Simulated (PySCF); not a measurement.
```yaml
atoms:
  - { symbol: C, position_ang: [1.8741, 0.9037, 0.0295] }
  - { symbol: C, position_ang: [1.5870, -0.5174, 0.4961] }
  - { symbol: C, position_ang: [0.4609, -1.1702, -0.3162] }
  - { symbol: C, position_ang: [-0.8347, -0.4636, -0.1335] }
  - { symbol: C, position_ang: [-1.5507, 0.2627, -1.0362] }
  - { symbol: N, position_ang: [-2.6968, 0.8160, -0.5750] }
  - { symbol: C, position_ang: [-2.8877, 0.5425, 0.6599] }
  - { symbol: S, position_ang: [-1.6586, -0.4421, 1.3949] }
  - { symbol: H, position_ang: [0.9888, 1.5277, 0.1310] }
  - { symbol: H, position_ang: [2.6736, 1.3430, 0.6212] }
  - { symbol: H, position_ang: [2.1764, 0.9085, -1.0155] }
  - { symbol: H, position_ang: [1.3034, -0.5077, 1.5509] }
  - { symbol: H, position_ang: [2.4892, -1.1239, 0.3963] }
  - { symbol: H, position_ang: [0.3543, -2.2121, -0.0027] }
  - { symbol: H, position_ang: [0.7178, -1.1561, -1.3778] }
  - { symbol: H, position_ang: [-1.2746, 0.4206, -2.0631] }
  - { symbol: H, position_ang: [-3.7295, 0.8805, 1.2301] }
```

Geometry: GFN2-xTB.

These are results of wB97X-D/def2-SVPD, SCF density, gas phase (PySCF 2.14.0), not measurements.

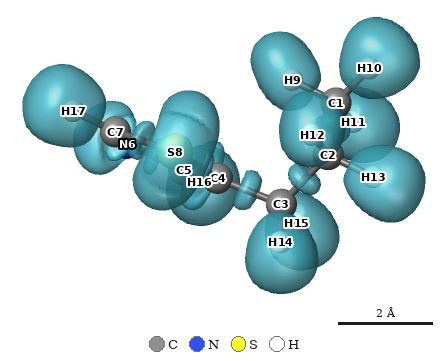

C$_{6}$H$_{9}$NS (SMILES CCCc1cncs1). Isosurface of the ELF at 0.85 (cyan), seen at a tilt. Core shells and regions of very low density are left out.

**Describe the localisation domains.**

The surface consists of four regions between bonded C–C atoms (shared pairs), two regions between bonded C–N atoms (shared pairs), two regions between bonded C–S atoms (shared pairs), nine regions around hydrogen nuclei, one lobe on N, pointing away from the bonds (lone pairs) and one lobe on S, pointing away from the bonds (lone pairs, which may merge into one lobe).

Values along the shortest contacts:
C–N (1.28 Å): the ELF peaks at about 0.90 between the atoms; localised, covalent bonding. C–C (1.36 Å): the ELF peaks at about 0.95 between the atoms (localised, covalent bonding).
